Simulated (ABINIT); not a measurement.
# MgSiSe3 (Pm-3m): phonons by linear response

How does MgSiSe3 (Pm-3m) vibrate, and is this structure a minimum?

Program: ABINIT 10.8.3. Level of theory: DFT LDA, scalar-relativistic, plane waves, HGH norm-conserving pseudopotentials. Results are calculated unless marked as measured.

The structure was built from a prototype and need not be the compound's stable phase.

### Step 1. Starting point

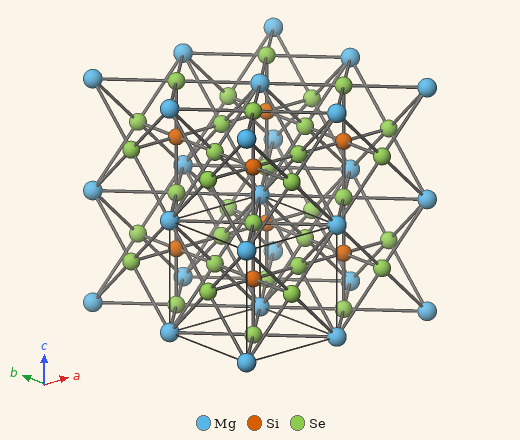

The cell as given, from a free direction (magnesium blue, silicon orange, selenium green). 2×2×2 cells are drawn. Some periodic images of atoms are drawn too.

### Step 2. A first look

A first run with smearing and empty bands tells whether the crystal has a gap, which decides between fixed occupations and smearing later on.

Contents of probe.abi:

```
# ground state
tolvrs 1.0d-08
prtden 1
prtwf 1

# basis, mesh and filling
ecut 30.0
ixc 7
ngkpt 4 4 4
nshiftk 1
shiftk 0.0 0.0 0.0
istwfk *1
occopt 7
tsmear 0.005
nband 19
nstep 100
diemac 9.0
prtebands 0
prtgsr 0
useylm 1

# cell and atoms
acell 8.815194426 8.815194426 8.815194426
rprim 
    1.0 0.0 0.0
    0.0 1.0 0.0
    0.0 0.0 1.0
ntypat 3
znucl 12 14 34
natom 5
typat 1 2 3 3 3
xred 
    0.0 0.0 0.0
    0.5 0.5 0.5
    0.5 0.5 0.0
    0.5 0.0 0.5
    0.0 0.5 0.5
pp_dirpath "./pseudo"
pseudos "Mg.hgh, Si.hgh, Se.hgh"
```

Run with:

```bash
OMP_NUM_THREADS=1 mpirun -n 4 abinit probe.abi > probe.log
```

Numbers of over 12 decimals in the logs are rounded to 6 here.

probe.abo, the main output file:

```text
[banners, grids, parts of the stress and lines that vanish by symmetry left out]
- input  file    -> probe.abi
- output file    -> probe.abo
- root for input  files -> probei
[...]
Symmetries : space group Pm -3 m (#221); Bravais cP (primitive cubic)
[...]
mpw =        5449          nfft =       91125          nkpt =          10
[...]
== DATASET  1 ==================================================================
[...]
cutoff_energies: {ecut:  30.0, pawecutdg:  -1.0, }
[...]
Exchange-correlation functional for the present dataset will be:
  LDA: Perdew-Wang 92 LSD fit to Ceperley-Alder data - ixc=7
[...]
ETOT  1  -33.333172210664    -3.333E+01 2.355E-02 1.168E+02
 ETOT  2  -33.374850933784    -4.168E-02 1.621E-03 3.062E+00
 ETOT  3  -33.375223574016    -3.726E-04 3.379E-04 1.944E-01
 ETOT  4  -33.375262395478    -3.882E-05 1.963E-04 2.798E-03
 ETOT  5  -33.375262899589    -5.041E-07 3.668E-05 1.298E-04
 ETOT  6  -33.375262914622    -1.503E-08 6.229E-05 3.800E-06
 ETOT  7  -33.375262914953    -3.306E-10 2.579E-05 8.019E-08
 ETOT  8  -33.375262914962    -8.889E-12 2.479E-05 2.456E-10
 At SCF step    8       vres2   =  2.46E-10 < tolvrs=  1.00E-08 =>converged.
[...]
sigma(1 1)= -1.58315148E-04  sigma(3 2)=  0.00000000E+00
  sigma(2 2)= -1.58315148E-04  sigma(3 1)=  0.00000000E+00
  sigma(3 3)= -1.58315148E-04  sigma(2 1)=  0.00000000E+00
[...]
convergence: {deltae: -8.889E-12, res2:  2.456E-10, residm:  2.479E-05, diffor: null, }
etotal    :  -3.33752629E+01
[...]
sigma(1 1)= -1.58315148E-04  sigma(3 2)=  0.00000000E+00
  sigma(2 2)= -1.58315148E-04  sigma(3 1)=  0.00000000E+00
  sigma(3 3)= -1.58315148E-04  sigma(2 1)=  0.00000000E+00
[...]
- sigma(1 1)= -4.65779245E+00  sigma(3 2)=  0.00000000E+00
- sigma(2 2)= -4.65779245E+00  sigma(3 1)=  0.00000000E+00
- sigma(3 3)= -4.65779245E+00  sigma(2 1)=  0.00000000E+00
[...]
fcart     -0.0000000000E+00 -0.0000000000E+00 -0.0000000000E+00
           strten     -1.5831514755E-04 -1.5831514755E-04 -1.5831514755E-04
================================================================================

[key lines of the parts left out:]
pressure_GPa:   4.6578E+00
```

Run time: 9.8 s. Hardware: 4 MPI ranks of Arm Neoverse V1, shared host.

Read from the output:

* volume per atom: 20.30 Å³
* pressure: 4.658 GPa
* gap on the k-mesh: 0 eV

No gap opens on this mesh, so smearing is kept; the printed pressure holds the stress of the finite basis too.

### Step 3. Rough relaxation

The typed start is rough, so a first relaxation with smearing and loose thresholds takes it towards rest cheaply.

Contents of prerelax.abi:

```
# relaxation
ionmov 2
optcell 2
dilatmx 1.15
chkdilatmx 0
ntime 40
tolmxf 3.0d-04
tolvrs 1.0d-10
prtwf 0
prtden 0
chksymtnons 0

# basis, mesh and filling
ecut 31.0
ecutsm 3.0
ixc 7
ngkpt 4 4 4
nshiftk 1
shiftk 0.0 0.0 0.0
istwfk *1
occopt 7
tsmear 0.005
nband 19
nstep 100
diemac 1000000.0
prtebands 0
prtgsr 0
useylm 1

# cell and atoms
acell 8.815194426 8.815194426 8.815194426
rprim 
    1.0 0.0 0.0
    0.0 1.0 0.0
    0.0 0.0 1.0
ntypat 3
znucl 12 14 34
natom 5
typat 1 2 3 3 3
xred 
    0.0 0.0 0.0
    0.5 0.5 0.5
    0.5 0.5 0.0
    0.5 0.0 0.5
    0.0 0.5 0.5
pp_dirpath "./pseudo"
pseudos "Mg.hgh, Si.hgh, Se.hgh"
```

Run with:

```bash
OMP_NUM_THREADS=1 mpirun -n 4 abinit prerelax.abi > prerelax.log
```

prerelax.abo, the main output file:

```text
[banners, grids, parts of the stress and lines that vanish by symmetry left out]
- input  file    -> prerelax.abi
- output file    -> prerelax.abo
- root for input  files -> prerelaxi
[...]
Symmetries : space group Pm -3 m (#221); Bravais cP (primitive cubic)
[...]
mpw =        8642          nfft =      157464          nkpt =          10
[...]
== DATASET  1 ==================================================================
[...]
cutoff_energies: {ecut:  31.0, pawecutdg:  -1.0, }
[...]
Exchange-correlation functional for the present dataset will be:
  LDA: Perdew-Wang 92 LSD fit to Ceperley-Alder data - ixc=7
[...]
ETOT  1  -33.332111374402    -3.333E+01 2.035E-02 2.064E+02
 ETOT  2  -33.374311452296    -4.220E-02 2.901E-04 1.358E+01
 ETOT  3  -33.375103245670    -7.918E-04 1.922E-04 6.504E-01
 ETOT  4  -33.375156889616    -5.364E-05 7.460E-05 1.386E-02
[...]
ETOT  8  -33.378686997659    -5.826E-13 1.507E-07 2.345E-12
 At SCF step    8       vres2   =  2.34E-12 < tolvrs=  1.00E-10 =>converged.
[...]
sigma(1 1)= -5.32083735E-07  sigma(3 2)=  0.00000000E+00
  sigma(2 2)= -5.32083735E-07  sigma(3 1)=  0.00000000E+00
  sigma(3 3)= -5.32083735E-07  sigma(2 1)=  0.00000000E+00
[...]
convergence: {deltae: -5.826E-13, res2:  2.345E-12, residm:  1.507E-07, diffor: null, }
etotal    :  -3.33786870E+01
[...]
At Broyd/MD step   4, gradients are converged :
[...]
sigma(1 1)= -5.32083735E-07  sigma(3 2)=  0.00000000E+00
  sigma(2 2)= -5.32083735E-07  sigma(3 1)=  0.00000000E+00
  sigma(3 3)= -5.32083735E-07  sigma(2 1)=  0.00000000E+00
[...]
- sigma(1 1)= -1.56544440E-02  sigma(3 2)=  0.00000000E+00
- sigma(2 2)= -1.56544440E-02  sigma(3 1)=  0.00000000E+00
- sigma(3 3)= -1.56544440E-02  sigma(2 1)=  0.00000000E+00
[...]
fcart     -0.0000000000E+00 -0.0000000000E+00 -0.0000000000E+00
           strten     -5.3208373512E-07 -5.3208373512E-07 -5.3208373512E-07
================================================================================

[key lines of the parts left out:]
pressure_GPa:   1.5654E-02
Total energy (etotal) [Ha]= -3.33786869976588E+01
```

Run time: 59 s. Hardware: 4 MPI ranks.

The steps of the relaxation:

```csv
step,energy less that of the first step (eV),largest force (eV/Å),volume (Å³)
1,0.0000,0.0000,101.51
2,-0.0401,0.0000,103.02
3,-0.0957,0.0000,107.79
4,-0.0960,0.0000,108.18
```

```csv
"conventional cell, symmetrised",before,after,change
a (Å),4.665,4.765,+2.1 %
b (Å),4.665,4.765,+2.1 %
c (Å),4.665,4.765,+2.1 %
volume (Å³/atom),20.30,21.64,+6.6 %
```

The relaxed structure:

```xyz
5
Lattice="4.7648 0.0000 0.0000 0.0000 4.7648 0.0000 0.0000 0.0000 4.7648" Properties=species:S:1:pos:R:3 pbc="T T T"
Mg    0.0000    0.0000    0.0000
Si    2.3824    2.3824    2.3824
Se    2.3824    2.3824    0.0000
Se    2.3824    0.0000    2.3824
Se    0.0000    2.3824    2.3824
```

This step gave:

```
volume per atom : 21.64 Å³
pressure        : 0.01565 GPa
```

The volume changes by +6.6 % in this run and stands +6.6 % from the first cell.

### Step 4. Relaxing the cell and atoms

The harmonic expansion needs vanishing forces, and a free crystal bears no stress, so cell and atoms are brought to rest. Stress is more sensitive to the basis than forces are: the last 3 Ha under the cutoff are smoothed with ecutsm, and the cutoff is raised above that of the later runs.

Contents of relax.abi:

```
# relaxation
ionmov 2
optcell 2
dilatmx 1.08
ntime 40
tolmxf 1.0d-05
tolvrs 1.0d-14
prtwf 0
prtden 0
chksymtnons 0

# basis, mesh and filling
ecut 38.0
ecutsm 3.0
ixc 7
ngkpt 6 6 6
nshiftk 1
shiftk 0.0 0.0 0.0
istwfk *1
occopt 6
tsmear 0.01
nband 19
nstep 100
diemac 1000000.0
prtebands 0
prtgsr 0
useylm 1

# cell and atoms
acell 9.004172341 9.004172341 9.004172341
rprim 
    1.0 0.0 0.0
    0.0 1.0 0.0
    0.0 0.0 1.0
ntypat 3
znucl 12 14 34
natom 5
typat 1 2 3 3 3
xred 
    0.0 0.0 0.0
    0.5 0.5 0.5
    0.5 0.5 0.0
    0.5 0.0 0.5
    0.0 0.5 0.5
pp_dirpath "./pseudo"
pseudos "Mg.hgh, Si.hgh, Se.hgh"
```

Run with:

```bash
OMP_NUM_THREADS=1 mpirun -n 4 abinit relax.abi > relax.log
```

relax.abo, the main output file:

```text
[banners, grids, parts of the stress and lines that vanish by symmetry left out]
- input  file    -> relax.abi
- output file    -> relax.abo
- root for input  files -> relaxi
[...]
Symmetries : space group Pm -3 m (#221); Bravais cP (primitive cubic)
[...]
mpw =       10395          nfft =      157464          nkpt =          20
[...]
== DATASET  1 ==================================================================
[...]
cutoff_energies: {ecut:  38.0, pawecutdg:  -1.0, }
[...]
Exchange-correlation functional for the present dataset will be:
  LDA: Perdew-Wang 92 LSD fit to Ceperley-Alder data - ixc=7
[...]
ETOT  1  -33.327574168477    -3.333E+01 2.423E-02 2.008E+02
 ETOT  2  -33.375132505878    -4.756E-02 9.592E-03 2.976E+01
 ETOT  3  -33.377952187020    -2.820E-03 7.089E-04 2.405E+00
 ETOT  4  -33.378333793759    -3.816E-04 1.343E-04 4.260E-02
 ETOT  5  -33.378338451392    -4.658E-06 1.017E-04 5.382E-03
[...]
At SCF step   12       vres2   =  2.30E-17 < tolvrs=  1.00E-14 =>converged.
[...]
sigma(1 1)=  8.07973819E-06  sigma(3 2)=  0.00000000E+00
  sigma(2 2)=  8.07973819E-06  sigma(3 1)=  0.00000000E+00
  sigma(3 3)=  8.07973819E-06  sigma(2 1)=  0.00000000E+00
[...]
convergence: {deltae: -2.842E-14, res2:  2.302E-17, residm:  8.626E-07, diffor: null, }
etotal    :  -3.33783390E+01
[...]
ETOT  1  -33.378336761403    -3.338E+01 3.480E-06 7.830E-02
[...]
At SCF step    9       vres2   =  1.05E-15 < tolvrs=  1.00E-14 =>converged.
[...]
sigma(1 1)=  6.51221308E-06  sigma(3 2)=  0.00000000E+00
  sigma(2 2)=  6.51221308E-06  sigma(3 1)=  0.00000000E+00
  sigma(3 3)=  6.51221308E-06  sigma(2 1)=  0.00000000E+00
[...]
convergence: {deltae:  5.613E-13, res2:  1.053E-15, residm:  3.309E-08, diffor: null, }
etotal    :  -3.33783428E+01
[...]
ETOT  1  -33.378248065233    -3.338E+01 8.702E-06 1.322E+00
[...]
ETOT  9  -33.378349961433     2.110E-12 7.102E-10 2.696E-14
 ETOT 10  -33.378349961432     2.487E-13 1.480E-09 9.063E-17
 At SCF step   10       vres2   =  9.06E-17 < tolvrs=  1.00E-14 =>converged.
[...]
sigma(1 1)= -3.24856274E-08  sigma(3 2)=  0.00000000E+00
  sigma(2 2)= -3.24856274E-08  sigma(3 1)=  0.00000000E+00
  sigma(3 3)= -3.24856274E-08  sigma(2 1)=  0.00000000E+00
[...]
convergence: {deltae:  2.487E-13, res2:  9.063E-17, residm:  1.480E-09, diffor: null, }
etotal    :  -3.33783500E+01
[...]
At Broyd/MD step   3, gradients are converged :
[...]
sigma(1 1)= -3.24856274E-08  sigma(3 2)=  0.00000000E+00
  sigma(2 2)= -3.24856274E-08  sigma(3 1)=  0.00000000E+00
  sigma(3 3)= -3.24856274E-08  sigma(2 1)=  0.00000000E+00
[...]
- sigma(1 1)= -9.55760155E-04  sigma(3 2)=  0.00000000E+00
- sigma(2 2)= -9.55760155E-04  sigma(3 1)=  0.00000000E+00
- sigma(3 3)= -9.55760155E-04  sigma(2 1)=  0.00000000E+00
[...]
fcart     -0.0000000000E+00 -0.0000000000E+00 -0.0000000000E+00
           strten     -3.2485627386E-08 -3.2485627386E-08 -3.2485627386E-08
================================================================================

[key lines of the parts left out:]
pressure_GPa:   9.5576E-04
Total energy (etotal) [Ha]= -3.33783499614325E+01
```

It took 96 s on 4 MPI ranks; 6.4 min of CPU time.

The steps of the relaxation:

```csv
step,energy less that of the first step (eV),largest force (eV/Å),volume (Å³)
1,0.0000,0.0000,108.18
2,-0.0001,0.0000,108.10
3,-0.0003,0.0000,107.77
```

```csv
"conventional cell, symmetrised",before,after,change
a (Å),4.765,4.759,-0.1 %
b (Å),4.765,4.759,-0.1 %
c (Å),4.765,4.759,-0.1 %
volume (Å³/atom),21.64,21.55,-0.4 %
```

Final coordinates:

```xyz
5
Lattice="4.7589 0.0000 0.0000 0.0000 4.7589 0.0000 0.0000 0.0000 4.7589" Properties=species:S:1:pos:R:3 pbc="T T T"
Mg    0.0000    0.0000    0.0000
Si    2.3794    2.3794    2.3794
Se    2.3794    2.3794    0.0000
Se    2.3794    0.0000    2.3794
Se    0.0000    2.3794    2.3794
```

Read from the output:

```yaml
volume_per_atom: 21.55 Å³
pressure: 9.56e-4 GPa
```

The volume changes by -0.4 % in this run and stands +6.2 % from the first cell.

### Step 5. Ground state

The response is built on these wavefunctions, so the potential is converged far more tightly than an energy would need. Smearing stays on, as the first look found no gap above 0.3 eV.

Contents of gs.abi:

```
# ground state
tolvrs 1.0d-16
prtden 1
prtwf 1

# basis, mesh and filling
ecut 30.0
ixc 7
ngkpt 6 6 6
nshiftk 1
shiftk 0.0 0.0 0.0
istwfk *1
occopt 6
tsmear 0.01
nband 19
nstep 100
diemac 1000000.0
prtebands 0
prtgsr 0
useylm 1

# cell and atoms
acell 8.992956408 8.992956408 8.992956408
rprim 
    1.0 0.0 0.0
    0.0 1.0 0.0
    0.0 0.0 1.0
ntypat 3
znucl 12 14 34
natom 5
typat 1 2 3 3 3
xred 
    0.0 0.0 0.0
    0.5 0.5 0.5
    0.5 0.5 0.0
    0.5 0.0 0.5
    0.0 0.5 0.5
pp_dirpath "./pseudo"
pseudos "Mg.hgh, Si.hgh, Se.hgh"
```

Run with:

```bash
OMP_NUM_THREADS=1 mpirun -n 4 abinit gs.abi > gs.log
```

gs.abo, the main output file:

```text
[banners, grids, parts of the stress and lines that vanish by symmetry left out]
- input  file    -> gs.abi
- output file    -> gs.abo
- root for input  files -> gsi
[...]
Symmetries : space group Pm -3 m (#221); Bravais cP (primitive cubic)
[...]
mpw =        5832          nfft =      110592          nkpt =          20
[...]
== DATASET  1 ==================================================================
[...]
cutoff_energies: {ecut:  30.0, pawecutdg:  -1.0, }
[...]
Exchange-correlation functional for the present dataset will be:
  LDA: Perdew-Wang 92 LSD fit to Ceperley-Alder data - ixc=7
[...]
ETOT  1  -33.331389012883    -3.333E+01 2.168E-02 1.429E+02
 ETOT  2  -33.374658924159    -4.327E-02 1.067E-03 1.866E+01
 ETOT  3  -33.377165943685    -2.507E-03 5.555E-04 1.674E+00
 ETOT  4  -33.377549577368    -3.836E-04 2.781E-04 2.481E-02
 ETOT  5  -33.377553700070    -4.123E-06 2.885E-04 3.104E-03
[...]
ETOT 11  -33.377554131247    -2.132E-14 6.181E-06 8.288E-15
 ETOT 12  -33.377554131248    -1.073E-12 1.798E-06 1.964E-17
 At SCF step   12       vres2   =  1.96E-17 < tolvrs=  1.00E-16 =>converged.
[...]
sigma(1 1)=  6.38849779E-06  sigma(3 2)=  0.00000000E+00
  sigma(2 2)=  6.38849779E-06  sigma(3 1)=  0.00000000E+00
  sigma(3 3)=  6.38849779E-06  sigma(2 1)=  0.00000000E+00
[...]
convergence: {deltae: -1.073E-12, res2:  1.964E-17, residm:  1.798E-06, diffor: null, }
etotal    :  -3.33775541E+01
[...]
sigma(1 1)=  6.38849779E-06  sigma(3 2)=  0.00000000E+00
  sigma(2 2)=  6.38849779E-06  sigma(3 1)=  0.00000000E+00
  sigma(3 3)=  6.38849779E-06  sigma(2 1)=  0.00000000E+00
[...]
- sigma(1 1)=  1.87956094E-01  sigma(3 2)=  0.00000000E+00
- sigma(2 2)=  1.87956094E-01  sigma(3 1)=  0.00000000E+00
- sigma(3 3)=  1.87956094E-01  sigma(2 1)=  0.00000000E+00
[...]
fcart     -0.0000000000E+00 -0.0000000000E+00 -0.0000000000E+00
           strten      6.3884977948E-06  6.3884977948E-06  6.3884977948E-06
================================================================================

[key lines of the parts left out:]
pressure_GPa:  -1.8796E-01
```

The job ended after 20 s (4 MPI ranks; 80 s of CPU time).

Read from the output:

- pressure: -0.1880 GPa

The cell stands at -0.19 GPa: the relaxation ran with a smoothed and higher cutoff, and the difference is a stress of the finite basis.

(Part 1 of 5 ends here.)

[Host names and launcher messages were left out of these logs when they were recorded.]

[Logs are printed without paths, hosts, clocks, repeated set-up lines and the standing remarks that a program may print on its own settings, such as how far it seeks lower states.]

[Hosts, paths, dates, database ids (printed as entryN), source tags and the programs' standing remarks are cut or masked in the printed files.]
